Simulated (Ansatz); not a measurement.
# CCSD/3-21G run of [BH4]− (SMILES [H][B-]([H])([H])[H])

What is the vertical ionisation energy of [BH4]− at CCSD/3-21G? 

Program for the calculation: Ansatz 0.2.0.

## 1. The structure to begin with

The species is [BH4]− (5 atoms), typed as a singlet with charge -1. As SMILES, `[H][B-]([H])([H])[H]`. Geometry: a GFN2-xTB relaxation, a rough one for these elements and not checked as a minimum.

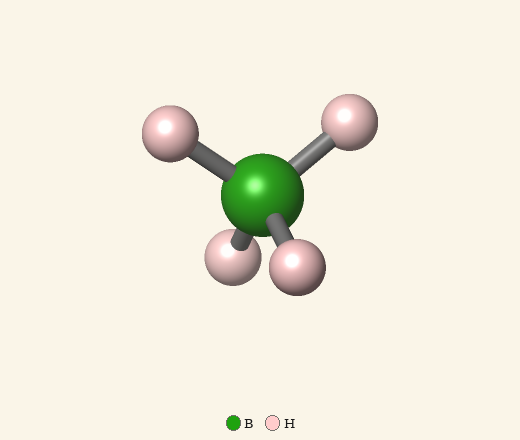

The structure, seen from a chosen angle (boron green, hydrogen pink).

## 2. The energy at CCSD/3-21G

Contents of input.yaml:

```yaml
crystal:
  periodic: [false, false, false]
  atoms:
    - symbol: B
      position_ang: [0.000000, -0.000190, -0.000050]
    - symbol: H
      position_ang: [0.011880, -0.020580, 1.229120]
    - symbol: H
      position_ang: [1.154650, 0.011840, -0.420810]
    - symbol: H
      position_ang: [-0.587600, 1.007810, -0.387560]
    - symbol: H
      position_ang: [-0.578930, -0.998880, -0.420690]
basis:
  gaussian:
    orbitals: 3-21G.json
total_charge: -1
correlation:
  method: ccsd
  frozen_orbitals: {B: 1, H: 0}
accuracy: high
scf:
  omitted_lower_state_checks: [cluster_reference, increment]
```

The basis set 3-21G is read from a file made from the Basis Set Exchange's data (not shown).

Command:

```sh
$ ansatz run input.yaml --threads 1 --pin off --max-ram 2610MiB --events-out events.jsonl --progress --plain --runs-dir runs
```

What it wrote, shortened:

```text
Warning: RAYON_NUM_THREADS=1 ignored (pool sized by the plan → 1); use --threads N
Functional definition: HF
  name "HF"
[...]
342 factors; integrals over basis functions are off by at most 5.4e-9 eV
[...]
mean field -729.61167496 eV, -26.8127345060 hartree, gradient 6.2e-8 eV, S^2 0.000000; 0 other end points of the search recorded, 0 dependent functions left out
1 core orbitals not correlated: weight in the atoms' cores, before any rotation towards them, 1.000 or more for the frozen orbitals, at most 0.000 for the correlated occupied ones
reference -729.61167496 eV, -26.8127345060 hartree; 4, 4 occupied and 12, 12 virtual orbitals, 342 factors
second order -2.06840185 eV of doubles, -0.00000000 eV of singles
cycle   1  -2.46104215 eV  change   -3.9e-1 eV  update   4.6e-2
[...]
cycle  16  -2.62806914 eV  change   5.8e-10 eV  update  5.5e-10
Total energy: -732.23974409 eV, -26.9093142655 hartree
Checks for a lower state left out: cluster_reference, increment
```

It took 0.1 s on 1 thread of Arm Neoverse V2, shared host.

## 3. Doublet neutral BH4, same level

Contents of in.yaml:

```yaml
basis:
  gaussian:
    orbitals: 3-21G.json
crystal:
  periodic: [false, false, false]
  atoms:
    - {symbol: B, position_ang: [0.000000, -0.000190, -0.000050]}
    - {symbol: H, position_ang: [0.011880, -0.020580, 1.229120]}
    - {symbol: H, position_ang: [1.154650, 0.011840, -0.420810]}
    - {symbol: H, position_ang: [-0.587600, 1.007810, -0.387560]}
    - {symbol: H, position_ang: [-0.578930, -0.998880, -0.420690]}
magnetization:
  spin_polarized: true
  initial_magnetization: 1
correlation:
  method: ccsd
  frozen_orbitals: {B: 1, H: 0}
accuracy: high
scf:
  omitted_lower_state_checks: [cluster_reference, increment]
```

The basis set 3-21G is read from a file made from the Basis Set Exchange's data (not shown).

Command:

```sh
$ ansatz run in.yaml --threads 1 --pin off --max-ram 2610MiB --events-out events.jsonl --progress --plain --runs-dir runs
```

What it wrote, shortened:

```text
Warning: RAYON_NUM_THREADS=1 ignored (pool sized by the plan → 1); use --threads N
[... 2 set-up lines as earlier in the session ...]
[...]
342 factors; integrals over basis functions are off by at most 5.4e-9 eV
[...]
mean field -726.08331432 eV, -26.6830696444 hartree, gradient 1.6e-8 eV, S^2 0.757993; 8 other end points of the search recorded, 0 dependent functions left out
1 core orbitals not correlated: weight in the atoms' cores, before any rotation towards them, 1.000 or more for the frozen orbitals, at most 0.000 for the correlated occupied ones
reference -726.08331432 eV, -26.6830696444 hartree; 4, 3 occupied and 12, 13 virtual orbitals, 342 factors
second order -1.74657298 eV of doubles, -0.00000000 eV of singles
cycle   1  -2.12639453 eV  change   -3.8e-1 eV  update   4.9e-2
[...]
cycle  28  -2.32264944 eV  change  -6.9e-11 eV  update  3.3e-10
Total energy: -728.40596377 eV, -26.7684254372 hartree
Checks for a lower state left out: cluster_reference, increment
```

Wall time 0.24 s (1 thread of Arm Neoverse V2, shared host).

## 4. Summary of results

Level: CCSD/3-21G, 1 core orbital frozen.

| quantity | value |
| --- | --- |
| singlet [BH4]−: total energy | -26.90931 Eh |
| singlet [BH4]−: correlation energy (1 core orbital frozen) | -96.6 mEh |
| singlet [BH4]−: T1 diagnostic | 0.008 |
| doublet neutral BH4: total energy | -26.76843 Eh |
| doublet neutral BH4: correlation energy (1 core orbital frozen) | -85.4 mEh |
| doublet neutral BH4: ⟨S²⟩ | 0.758 |
| doublet neutral BH4: T1 diagnostic | 0.017 |
| vertical ionisation energy (to the doublet neutral) | 3.834 eV |

The vertical ionisation energy comes to 3.83 eV (370 kJ/mol).
